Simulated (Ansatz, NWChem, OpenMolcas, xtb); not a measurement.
## Ligand exchange: SiH3Br + HNO2 → SiH3(OH) + NBrO

Species: SiH3Br `[SiH3]Br`, singlet; HNO2 (nitrous acid) `O=NO`, singlet; SiH3(OH) (silanol), singlet; NBrO (nitrosyl bromide) `O=NBr`, singlet. The partners trade Br for OH: Si–Br and N–OH bonds give way to Si–OH and N–Br.

Shapes, held fixed at every level: PBE0-D4/def2-TZVP. Flexible molecules stand in one conformer, not always the lowest. Programs: Ansatz 0.2.0, NWChem 7.3.0, OpenMolcas 26.06, xtb 6.7.1. A level may come from different programs for different species; with the same settings they agree closely. Electronic energies: no zero-point or thermal term.

| level | kind | ΔE (kJ/mol) |
| --- | --- | --- |
| GFN0-xTB | semi-empirical | -4.4 |
| SVWN5/STO-3G | LDA | +99.6 |
| r2SCAN/STO-3G | meta-GGA | +81.8 |
| B3LYP/STO-3G | global hybrid | +79.0 |
| BHLYP/STO-3G | global hybrid | +102.6 |
| B3LYP/6-31G* (spherical functions) | global hybrid | -31.3 |
| CCSDT(Q)/STO-3G | coupled cluster or CI | +86.5 |
| CCSDTQ/STO-3G | coupled cluster or CI | +86.3 |
| TPSS/def2-TZVP | meta-GGA | -47.9 |

TPSS/def2-TZVP gives ΔE = -47.9 kJ/mol; the levels span -47.9 to +102.6. They disagree on the sign: 6 of 9 are positive. The median of the levels is +81.8. No measured value is set beside it here. T1 is large for HNO2 (0.022), so single-reference values are less sure there. Relativity is left out for Br. Outer-core shells of Br are correlated, in sets that cover them unevenly. TPSS/def2-TZVP lies outside the range of all other levels here, so it shouldn't be taken on trust. Rows in sets without polarisation functions are far from converged.

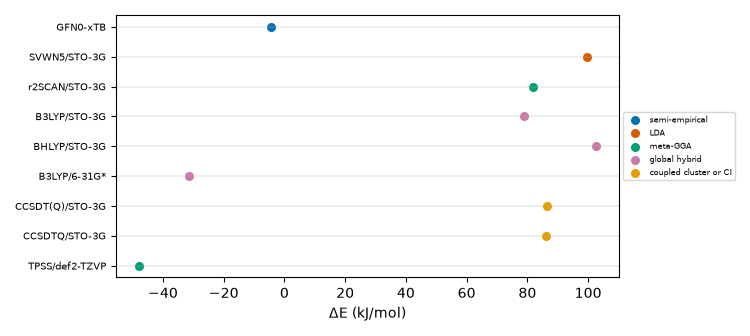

The values of the table, level by level.
